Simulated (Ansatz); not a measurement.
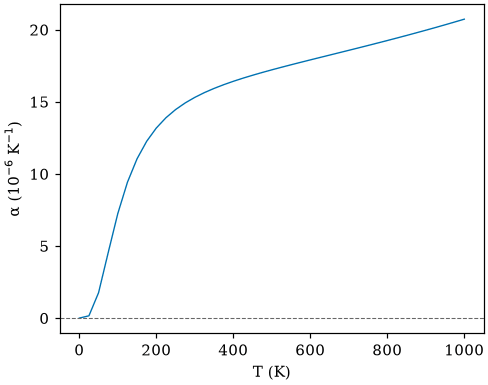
Figure. Linear thermal expansion of Mg₂Si (Fm-3m, relaxed from the fluorite type) from quasi-harmonic approximation, DFT at the PBEsol level (Ansatz, an electronic-structure program)

The run noted for some of its cells that some bands missed the eigensolver's tolerance. At this level the gap is small or closed, and a narrow smearing was used. Dynamical quadrupoles are not included in the interpolation of the phonons between the solved wave vectors.

### Question
Read off α at 900 K, and say whether it is negative anywhere.

### Answer
About 20 × 10⁻⁶ K⁻¹. It is not negative in the range shown.

The PAW data sets were generated under PBE and serve the other functionals too.
